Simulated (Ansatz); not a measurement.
# SiH4O3 + HF: a complex and its separated parts, part 2 of 2

Ansatz 0.2.0, Gaussian basis. Earlier steps stand in the parts before.

**13. CAM-B3LYP-D4/def2-TZVPP**

The inputs:

parta/in.yaml

```yaml
crystal:
  periodic: [false, false, false]
  atoms:
    - {symbol: Si, position_ang: [-0.430013, -0.119883, -0.300549]}
    - {symbol: O, position_ang: [-0.650091, -1.636172, 0.255607]}
    - {symbol: O, position_ang: [-1.811163, 0.396491, -1.002826]}
    - {symbol: O, position_ang: [-0.105554, 0.989402, 0.864813]}
    - {symbol: H, position_ang: [0.702459, -0.232774, -1.239950]}
    - {symbol: H, position_ang: [-1.461302, -1.820452, 0.732562]}
    - {symbol: H, position_ang: [-1.996853, 1.334807, -0.944867]}
    - {symbol: H, position_ang: [0.723616, 0.912333, 1.338280]}
basis:
  gaussian: {orbitals: def2-TZVPP}
hamiltonian: {xc: {name: CAM-B3LYP}, dispersion: d4}
```

partb/in.yaml

```yaml
crystal:
  periodic: [false, false, false]
  atoms:
    - {symbol: F, position_ang: [2.703088, 0.240763, 0.539255]}
    - {symbol: H, position_ang: [2.325713, -0.064715, -0.242225]}
basis:
  gaussian: {orbitals: def2-TZVPP}
hamiltonian: {xc: {name: CAM-B3LYP}, dispersion: d4}
```

Each run has its own folder and the same command.

Started as:

```console
ansatz run in.yaml --threads 4 --pin off --events-out ev --progress --plain --max-ram 9574MiB
```

Log of parta, cut to the lines that bear on the results:

```text
Functional definition: CAM-B3LYP
  name "CAM-B3LYP"
  cite "Yanai, Tew & Handy, Chem. Phys. Lett. 393, 51 (2004) doi:10.1016/j.cplett.2004.06.011"
  cite "Iikura, Tsuneda, Yanai & Hirao, J. Chem. Phys. 115, 3540 (2001) doi:10.1063/1.1383587"
  cite "Becke, Phys. Rev. A 38, 3098 (1988) doi:10.1103/PhysRevA.38.3098"
  cite "Lee, Yang & Parr, Phys. Rev. B 37, 785 (1988) doi:10.1103/PhysRevB.37.785"
[...]
  # Exact exchange under (alpha + beta erf(omega r))/r, Becke's under what is left of 1/r.
[...]
980 factors; their error is unknown
237 factors; integrals over basis functions are off by at most 1.0e-5 eV
[...]
mean field -14089.77530550 eV, -517.7896920845 hartree, gradient 1.4e-5 eV, S^2 0.000000; 0 other end points of the search recorded, 0 dependent functions left out
reference -14089.77541555 eV, -517.7896961287 hartree; 21, 21 occupied and 170, 170 virtual orbitals, 980 factors
Total energy: -14089.88472775 eV, -517.7937132778 hartree
```

Output in partb, cut to the lines that bear on the results:

```text
[... 6 set-up lines as earlier in the session ...]
[...]
  # Exact exchange under (alpha + beta erf(omega r))/r, Becke's under what is left of 1/r.
[...]
215 factors; their error is unknown
48 factors; integrals over basis functions are off by at most 4.9e-5 eV
[...]
mean field -2733.85902600 eV, -100.4674661294 hartree, gradient 6.2e-5 eV, S^2 0.000000; 0 other end points of the search recorded, 0 dependent functions left out
reference -2733.85907014 eV, -100.4674677512 hartree; 5, 5 occupied and 40, 40 virtual orbitals, 215 factors
Total energy: -2733.86051045 eV, -100.4675206818 hartree
```

Wall times: 1.4 s (parta), 0.15 s (partb) on 4 threads of Arm Neoverse V2, shared host.

**14. wB97X-V/def2-TZVPP**

Each input of step 13 (parta, partb) changes in the same lines:

```diff
-hamiltonian: {xc: {name: CAM-B3LYP}, dispersion: d4}
+hamiltonian: {xc: {name: wB97X-V}}
```

Each run has its own folder and the same command.

Started as:

```console
ansatz run in.yaml --threads 4 --pin off --events-out ev --progress --plain --max-ram 9574MiB
```

Log of parta, cut to the lines that bear on the results:

```text
Functional definition: wB97X-V
  name "wB97X-V"
  cite "Mardirossian & Head-Gordon, Phys. Chem. Chem. Phys. 16, 9904 (2014) doi:10.1039/C3CP54374A"
[... 2 set-up lines as earlier in the session ...]
[...]
      + integral(e_c_pw_opposite_spin*poly(b97_u_opposite, cos0, cos1)) + vv10(b, c)
980 factors; their error is unknown
217 factors; integrals over basis functions are off by at most 1.1e-5 eV
[...]
mean field -14087.95557002 eV, -517.7228180390 hartree, gradient 8.6e-5 eV, S^2 0.000000; 0 other end points of the search recorded, 0 dependent functions left out
reference -14087.95556830 eV, -517.7228179756 hartree; 21, 21 occupied and 170, 170 virtual orbitals, 980 factors
Total energy: -14087.95556830 eV, -517.7228179756 hartree
```

Output in partb, cut to the lines that bear on the results:

```text
[... 5 set-up lines as earlier in the session ...]
[...]
      + integral(e_c_pw_opposite_spin*poly(b97_u_opposite, cos0, cos1)) + vv10(b, c)
215 factors; their error is unknown
48 factors; integrals over basis functions are off by at most 2.2e-5 eV
[...]
mean field -2733.49560643 eV, -100.4541107064 hartree, gradient 1.0e-5 eV, S^2 0.000000; 0 other end points of the search recorded, 0 dependent functions left out
reference -2733.49560584 eV, -100.4541106846 hartree; 5, 5 occupied and 40, 40 virtual orbitals, 215 factors
Total energy: -2733.49560584 eV, -100.4541106846 hartree
```

Wall times: 3.1 s (parta), 0.25 s (partb) on 4 threads of Arm Neoverse V2, shared host.

**15. wB97M-V/def2-TZVPP**

Each input of step 14 (parta, partb) changes in the same lines:

```diff
-hamiltonian: {xc: {name: wB97X-V}}
+hamiltonian: {xc: {name: wB97M-V}}
```

The same command starts each run, in its folder.

Started as:

```console
ansatz run in.yaml --threads 4 --pin off --events-out ev --progress --plain --max-ram 9574MiB
```

Log of parta, cut to the lines that bear on the results:

```text
Functional definition: wB97M-V
  name "wB97M-V"
  cite "Mardirossian & Head-Gordon, J. Chem. Phys. 144, 214110 (2016) doi:10.1063/1.4952647"
[... 2 set-up lines as earlier in the session ...]
  # Of w^i u^j: cxij and so on, Table III.
[...]
  gx(w, u) = 1 - cx + cx01*u + cx10*w
[...]
      + integral(e_c_pw_mod_opposite_spin*gos(b97_w_opposite, b97_u_opposite)) + vv10(b, c)
980 factors; their error is unknown
217 factors; integrals over basis functions are off by at most 1.1e-5 eV
[...]
mean field -14089.02631117 eV, -517.7621670505 hartree, gradient 7.0e-5 eV, S^2 0.000000; 0 other end points of the search recorded, 0 dependent functions left out
reference -14089.02635348 eV, -517.7621686055 hartree; 21, 21 occupied and 170, 170 virtual orbitals, 980 factors
Total energy: -14089.02635348 eV, -517.7621686055 hartree
```

Log of partb, cut to the lines that bear on the results:

```text
[... 5 set-up lines as earlier in the session ...]
  # Of w^i u^j: cxij and so on, Table III.
[...]
  gx(w, u) = 1 - cx + cx01*u + cx10*w
[...]
      + integral(e_c_pw_mod_opposite_spin*gos(b97_w_opposite, b97_u_opposite)) + vv10(b, c)
215 factors; their error is unknown
48 factors; integrals over basis functions are off by at most 2.2e-5 eV
[...]
mean field -2733.67553232 eV, -100.4607228611 hartree, gradient 1.2e-5 eV, S^2 0.000000; 0 other end points of the search recorded, 0 dependent functions left out
reference -2733.67554699 eV, -100.4607234000 hartree; 5, 5 occupied and 40, 40 virtual orbitals, 215 factors
Total energy: -2733.67554699 eV, -100.4607234000 hartree
```

Wall times: 3.7 s (parta), 0.25 s (partb) on 4 threads of Arm Neoverse V2, shared host.

**16. B2PLYP/def2-TZVPP**

Each input of step 15 (parta, partb) changes in the same lines:

```diff
-hamiltonian: {xc: {name: wB97M-V}}
+hamiltonian: {xc: {name: B2PLYP}}
```

Each run has its own folder and the same command.

Started as:

```console
ansatz run in.yaml --threads 4 --pin off --events-out ev --progress --plain --max-ram 9574MiB
```

Output in parta, cut to the lines that bear on the results:

```text
Functional definition: B2PLYP
  name "B2PLYP"
  cite "Grimme, J. Chem. Phys. 124, 034108 (2006) doi:10.1063/1.2148954"
[... 2 set-up lines as earlier in the session ...]
[...]
1163 factors; integrals over basis functions are off by at most 8.2e-4 eV
[...]
mean field -14076.88509531 eV, -517.3159855973 hartree, gradient 8.8e-6 eV, S^2 0.000000; 0 other end points of the search recorded, 0 dependent functions left out
8 core orbitals not correlated: weight in the atoms' cores, before any rotation towards them, 1.000 or more for the frozen orbitals, at most 0.000 for the correlated occupied ones
reference -14076.88523596 eV, -517.3159907660 hartree; 13, 13 occupied and 170, 170 virtual orbitals, 1163 factors
second order -27.44317839 eV of doubles, -0.00000000 eV of singles
Total energy: -14084.29489412 eV, -517.5882906810 hartree
```

Output in partb, cut to the lines that bear on the results:

```text
[... 5 set-up lines as earlier in the session ...]
[...]
287 factors; integrals over basis functions are off by at most 1.0e-3 eV
[...]
mean field -2730.72525138 eV, -100.3523020362 hartree, gradient 1.4e-6 eV, S^2 0.000000; 0 other end points of the search recorded, 0 dependent functions left out
1 core orbitals not correlated: weight in the atoms' cores, before any rotation towards them, 1.000 or more for the frozen orbitals, at most 0.000 for the correlated occupied ones
reference -2730.72530808 eV, -100.3523041200 hartree; 4, 4 occupied and 40, 40 virtual orbitals, 287 factors
second order -8.59398825 eV of doubles, -0.00000000 eV of singles
Total energy: -2733.04568491 eV, -100.4375763956 hartree
```

Wall times: 2 s (parta), 0.15 s (partb) on 4 threads of Arm Neoverse V2, shared host.

**17. PBE-QIDH/def2-TZVPP**

The same edit goes into each in.yaml of step 16 (parta, partb):

```diff
-hamiltonian: {xc: {name: B2PLYP}}
+hamiltonian: {xc: {name: PBE-QIDH}}
```

The same command starts each run, in its folder.

Started as:

```console
ansatz run in.yaml --threads 4 --pin off --events-out ev --progress --plain --max-ram 9574MiB
```

Log of parta, cut to the lines that bear on the results:

```text
Functional definition: PBE-QIDH
  name "PBE-QIDH"
  cite "Brémond, Sancho-García, Pérez-Jiménez & Adamo, J. Chem. Phys. 141, 031101 (2014) doi:10.1063/1.4890314"
[... 1 set-up line as earlier in the session ...]
[...]
1163 factors; integrals over basis functions are off by at most 8.2e-4 eV
[...]
mean field -14069.98482185 eV, -517.0624052247 hartree, gradient 9.0e-6 eV, S^2 0.000000; 0 other end points of the search recorded, 0 dependent functions left out
8 core orbitals not correlated: weight in the atoms' cores, before any rotation towards them, 1.000 or more for the frozen orbitals, at most 0.000 for the correlated occupied ones
reference -14069.98483218 eV, -517.0624056045 hartree; 13, 13 occupied and 170, 170 virtual orbitals, 1163 factors
second order -25.56267272 eV of doubles, -0.00000000 eV of singles
Total energy: -14078.50572309 eV, -517.3755425696 hartree
```

partb printed, cut to the lines that bear on the results:

```text
[... 4 set-up lines as earlier in the session ...]
[...]
287 factors; integrals over basis functions are off by at most 1.0e-3 eV
[...]
mean field -2728.92252342 eV, -100.2860530056 hartree, gradient 3.8e-6 eV, S^2 0.000000; 0 other end points of the search recorded, 0 dependent functions left out
1 core orbitals not correlated: weight in the atoms' cores, before any rotation towards them, 1.000 or more for the frozen orbitals, at most 0.000 for the correlated occupied ones
reference -2728.92252677 eV, -100.2860531288 hartree; 4, 4 occupied and 40, 40 virtual orbitals, 287 factors
second order -8.07149707 eV of doubles, -0.00000000 eV of singles
Total energy: -2731.61302580 eV, -100.3849271443 hartree
```

Times: 2 s (parta), 0.15 s (partb) on 4 threads of Arm Neoverse V2, shared host.

**18. RPA on PBE/def2-TZVPP**

The same edit goes into each in.yaml of step 17 (parta, partb):

```diff
-hamiltonian: {xc: {name: PBE-QIDH}}
+hamiltonian: {xc: pbe}
+correlation: {method: rpa}
```

One command serves all of them, each in its own folder.

Started as:

```console
ansatz run in.yaml --threads 4 --pin off --events-out ev --progress --plain --max-ram 9574MiB
```

Log of parta, cut to the lines that bear on the results:

```text
[... 4 set-up lines as earlier in the session ...]
[...]
1163 factors; integrals over basis functions are off by at most 8.2e-4 eV
[...]
mean field -14080.58469383 eV, -517.4519433350 hartree, gradient 2.6e-6 eV, S^2 0.000000; 0 other end points of the search recorded, 0 dependent functions left out
8 core orbitals not correlated: weight in the atoms' cores, before any rotation towards them, 1.000 or more for the frozen orbitals, at most 0.000 for the correlated occupied ones
reference -14043.49870350 eV, -516.0890583285 hartree; 13, 13 occupied and 170, 170 virtual orbitals, 1163 factors
Total energy: -14078.95204384 eV, -517.3919445545 hartree
```

Log of partb, cut to the lines that bear on the results:

```text
[... 4 set-up lines as earlier in the session ...]
[...]
287 factors; integrals over basis functions are off by at most 1.0e-3 eV
[...]
mean field -2731.84356310 eV, -100.3933992337 hartree, gradient 9.3e-7 eV, S^2 0.000000; 0 other end points of the search recorded, 0 dependent functions left out
1 core orbitals not correlated: weight in the atoms' cores, before any rotation towards them, 1.000 or more for the frozen orbitals, at most 0.000 for the correlated occupied ones
reference -2722.68127942 eV, -100.0566915189 hartree; 4, 4 occupied and 40, 40 virtual orbitals, 287 factors
Total energy: -2733.63265436 eV, -100.4591471248 hartree
```

Wall times: 2 s (parta), 0.15 s (partb) on 4 threads of Arm Neoverse V2, shared host.

**19. CCSD(T)/def2-TZVPP**

The same edit goes into each in.yaml of step 18 (parta, partb):

```diff
-hamiltonian: {xc: pbe}
-correlation: {method: rpa}
+correlation: {method: ccsd_t}
```

One command serves all of them, each in its own folder.

Started as:

```console
ansatz run in.yaml --threads 4 --pin off --events-out ev --progress --plain --max-ram 9574MiB
```

Output in parta, cut to the lines that bear on the results:

```text
Functional definition: HF
  name "HF"
  cite "Fock, Z. Phys. 61, 126 (1930) doi:10.1007/BF01340294"
[... 1 set-up line as earlier in the session ...]
[...]
1163 factors; integrals over basis functions are off by at most 8.2e-4 eV
[...]
mean field -14044.86362087 eV, -516.1392181164 hartree, gradient 1.8e-6 eV, S^2 0.000000; 0 other end points of the search recorded, 0 dependent functions left out
8 core orbitals not correlated: weight in the atoms' cores, before any rotation towards them, 1.000 or more for the frozen orbitals, at most 0.000 for the correlated occupied ones
reference -14044.86362087 eV, -516.1392181164 hartree; 13, 13 occupied and 170, 170 virtual orbitals, 1163 factors
second order -22.92713054 eV of doubles, -0.00000000 eV of singles
cycle   1  -22.77933595 eV  change    1.5e-1 eV  update   9.2e-2
[...]
cycle   9  -23.34071887 eV  change    3.3e-6 eV  update   1.1e-5
perturbative correction -0.78712659 eV, -0.0289263685 hartree
Total energy: -14068.99146632 eV, -517.0259000823 hartree
```

Output in partb, cut to the lines that bear on the results:

```text
[... 4 set-up lines as earlier in the session ...]
[...]
287 factors; integrals over basis functions are off by at most 1.0e-3 eV
[...]
mean field -2722.91273763 eV, -100.0651974512 hartree, gradient 4.5e-6 eV, S^2 0.000000; 0 other end points of the search recorded, 0 dependent functions left out
1 core orbitals not correlated: weight in the atoms' cores, before any rotation towards them, 1.000 or more for the frozen orbitals, at most 0.000 for the correlated occupied ones
reference -2722.91273763 eV, -100.0651974512 hartree; 4, 4 occupied and 40, 40 virtual orbitals, 287 factors
second order -7.36482955 eV of doubles, -0.00000000 eV of singles
cycle   1  -7.29619691 eV  change    6.9e-2 eV  update   3.9e-2
[...]
cycle   8  -7.43087380 eV  change    5.9e-7 eV  update   3.3e-6
perturbative correction -0.17033521 eV, -0.0062597037 hartree
Total energy: -2730.51394664 eV, -100.3445367300 hartree
```

Times: 29 s (parta), 0.15 s (partb) on 4 threads of Arm Neoverse V2, shared host; peak memory 2.2 GiB.

**20. Vibrations of SiH4O3**

The input, vib-parta/in.yaml:

```yaml
crystal:
  periodic: [false, false, false]
  atoms:
    - {symbol: Si, position_ang: [-0.430013, -0.119883, -0.300549]}
    - {symbol: O, position_ang: [-0.650091, -1.636172, 0.255607]}
    - {symbol: O, position_ang: [-1.811163, 0.396491, -1.002826]}
    - {symbol: O, position_ang: [-0.105554, 0.989402, 0.864813]}
    - {symbol: H, position_ang: [0.702459, -0.232774, -1.239950]}
    - {symbol: H, position_ang: [-1.461302, -1.820452, 0.732562]}
    - {symbol: H, position_ang: [-1.996853, 1.334807, -0.944867]}
    - {symbol: H, position_ang: [0.723616, 0.912333, 1.338280]}
basis:
  gaussian: {orbitals: def2-TZVP}
hamiltonian: {xc: pbe0, dispersion: d4}
phonons: {temperatures: {t_min: 298.15, t_max: 900, t_step: 200}}
```

Started as:

```console
ansatz run in.yaml --threads 4 --pin off --events-out ev --progress --plain --max-ram 9574MiB
```

The program printed, cut to the lines that bear on the results:

```text
[... 5 set-up lines as earlier in the session ...]
[...]
897 factors; their error is unknown
[...]
mean field -14081.27505210 eV, -517.4773135336 hartree, gradient 4.5e-5 eV, S^2 0.000000; 0 other end points of the search recorded, 0 dependent functions left out
[...]
Atom 5 at    -1.461302    -1.820452     0.732562 Å, force    -0.001289    -0.000974     0.000881 eV/Å
Atom 6 at    -1.996853     1.334807    -0.944867 Å, force     0.000400     0.000664    -0.000155 eV/Å
Atom 7 at     0.723616     0.912333     1.338280 Å, force    -0.002284     0.000043    -0.001229 eV/Å
Dipole moment:     0.042572     0.216920     0.262469 e Å
Vibrations: 179.67 229.78 248.18 317.65 366.82 394.78 767.60 782.43 819.46 842.43 859.36 909.36 973.41 995.36 2275.61 3916.06 3927.42 3928.95 cm⁻¹, zero-point energy 1.409350 eV
```

Wall time 44 s (4 threads of Arm Neoverse V2, shared host).

The modes, with what each moves most:

```csv
mode,wavenumber (cm⁻¹),character
1,180,torsion
2,230,torsion
3,248,torsion
4,318,bend with torsion
5,367,torsion with bend
6,395,torsion with bend
7,768,bend
8,782,bend with Si–O stretch
9,819,bend
10,842,Si–O stretch with bend
11,859,bend with Si–O stretch
12,909,bend with torsion
13,973,Si–O stretch with bend
14,995,Si–O stretch
15,2276,Si–H stretch
16,3916,O–H stretch
17,3927,O–H stretch
18,3929,O–H stretch
```

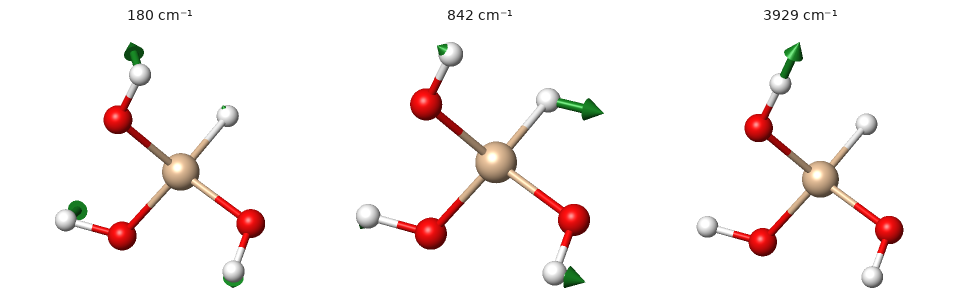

How the atoms move in 3 of the modes.

Vibrational sums (real modes only):

```csv
T (K),entropy (J/mol/K),heat capacity (J/mol/K)
298,44.7,60.7
498,83.0,87.8
698,115.1,101.8
898,141.9,110.5
```

**21. Vibrations of HF**

The input, vib-partb/in.yaml:

```yaml
crystal:
  periodic: [false, false, false]
  atoms:
    - {symbol: F, position_ang: [2.703088, 0.240763, 0.539255]}
    - {symbol: H, position_ang: [2.325713, -0.064715, -0.242225]}
basis:
  gaussian: {orbitals: def2-TZVP}
hamiltonian: {xc: pbe0, dispersion: d4}
phonons: {temperatures: {t_min: 298.15, t_max: 900, t_step: 200}}
```

Started as:

```console
ansatz run in.yaml --threads 4 --pin off --events-out ev --progress --plain --max-ram 9574MiB
```

The program printed, cut to the lines that bear on the results:

```text
[... 5 set-up lines as earlier in the session ...]
[...]
200 factors; their error is unknown
[...]
mean field -2731.80169995 eV, -100.3918607914 hartree, gradient 6.9e-6 eV, S^2 0.000000; 0 other end points of the search recorded, 0 dependent functions left out
[...]
reference -2731.80152381 eV, -100.3918543183 hartree; 5, 5 occupied and 32, 32 virtual orbitals, 200 factors
Total energy: -2731.80322167 eV, -100.3919167136 hartree
Atom 0 at     2.703088     0.240763     0.539255 Å, force     0.000788     0.000638     0.001633 eV/Å
Atom 1 at     2.325713    -0.064715    -0.242225 Å, force    -0.000788    -0.000638    -0.001633 eV/Å
Dipole moment:    -0.164406    -0.133084    -0.340457 e Å
Vibrations: 4153.35 cm⁻¹, zero-point energy 0.257475 eV
```

Run time: 0.7 s. Hardware: 4 threads of Arm Neoverse V2, shared host.

Wavenumbers and character of the modes:

```csv
mode,wavenumber (cm⁻¹),character
1,4153,F–H stretch
```

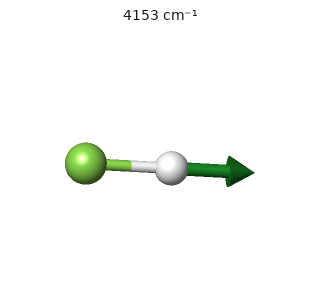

How the atoms move in 1 of the modes.

Vibrational sums (real modes only):

```csv
T (K),entropy (J/mol/K),heat capacity (J/mol/K)
298,0.0,0.0
498,0.0,0.0
698,0.0,0.1
898,0.1,0.5
```

**22. Complex less separated parts**

The complex's own energies come from single points at the same levels.

Rows are in def2-TZVPP; times add the 3 runs of a level on a shared host, so small differences are noise.

Differences are taken before rounding.

```csv
method,rung,complex less parts (eV),from CCSD(T) (eV),time
SPW92,LDA,-0.360,-0.199,1.5 s
PBE-D4,GGA,-0.236,-0.075,2.4 s
BLYP-D4,GGA,-0.209,-0.049,2.3 s
r2SCAN-D4,meta-GGA,-0.221,-0.060,4.9 s
B97M-V,meta-GGA,-0.230,-0.069,9.5 s
PBE0-D4,hybrid,-0.202,-0.042,3.2 s
B3LYP-D4,hybrid,-0.197,-0.036,3.2 s
r2SCAN0-D4,hybrid,-0.201,-0.041,5.7 s
BHLYP-D4,hybrid,-0.185,-0.024,3.1 s
CAM-B3LYP-D4,range-separated hybrid,-0.213,-0.053,3.6 s
wB97X-V,range-separated hybrid,-0.193,-0.032,8.2 s
wB97M-V,range-separated hybrid,-0.202,-0.042,9.5 s
B2PLYP,double hybrid,-0.157,+0.004,5.6 s
PBE-QIDH,double hybrid,-0.162,-0.002,5.8 s
RPA on PBE,RPA,-0.125,+0.036,6 s
Hartree-Fock,wavefunction,-0.047,+0.114,
MP2,wavefunction,-0.157,+0.004,
CCSD,wavefunction,-0.141,+0.020,
CCSD(T),wavefunction,-0.161,0,2.6 min
```

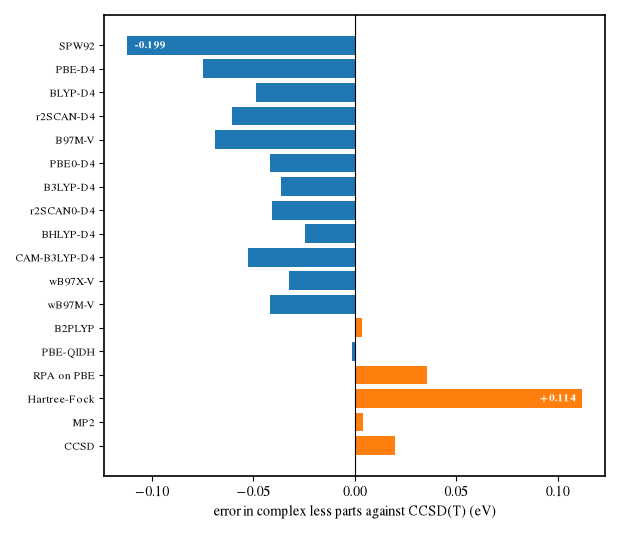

How far each level lands from CCSD(T). Bars with a number in them are cut short.

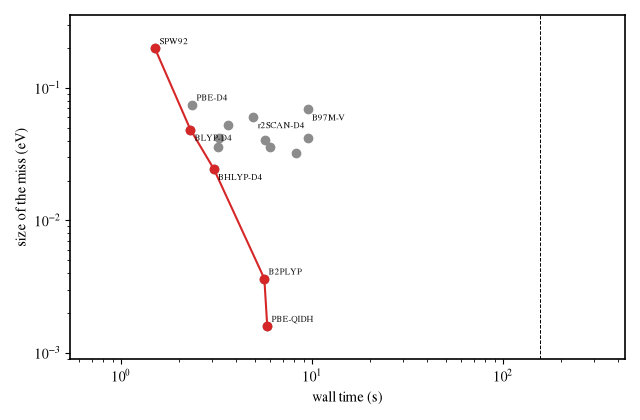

Miss against cost. Red marks the levels that no quicker level drawn beats (of those quicker than the yardstick), and the dashed line is the time of CCSD(T). Only those levels and the largest misses are named. Times are from a shared host.

For cost: PBE-QIDH gets within 0.002 eV in 5.8 s, where CCSD(T) took 2.6 min; the quickest level in the cost chart, SPW92, takes 1.5 s and misses by 0.199 eV.

The complex's zero-point energy, from a separate PBE0-D4 run, is 1.733 eV.

**23. Results**

What follows sums up all 2 parts.

| quantity | value |
| --- | --- |
| complex less parts, CCSD(T)/def2-TZVPP | -0.161 eV |
| with zero-point energy | -0.095 eV |
| largest T1 diagnostic | 0.011 |

What this shows: At CCSD(T) the complex lies 0.161 eV below its parts. The functionals run from PBE-QIDH, off by -0.002 eV, to SPW92, off by -0.199 eV, against CCSD(T). By rung, the mean size of the error is: LDA 0.199, GGA 0.062, meta-GGA 0.065, hybrid 0.036, range-separated hybrid 0.042, double hybrid 0.003 eV. PBE-D4 gives a relative energy 0.075 eV too low, outside chemical accuracy (1 kcal/mol, 0.043 eV). No counterpoise was applied, and triple zeta lacks some correlation, so the CCSD(T) reference has a basis error of its own, and close matches with it are partly luck.
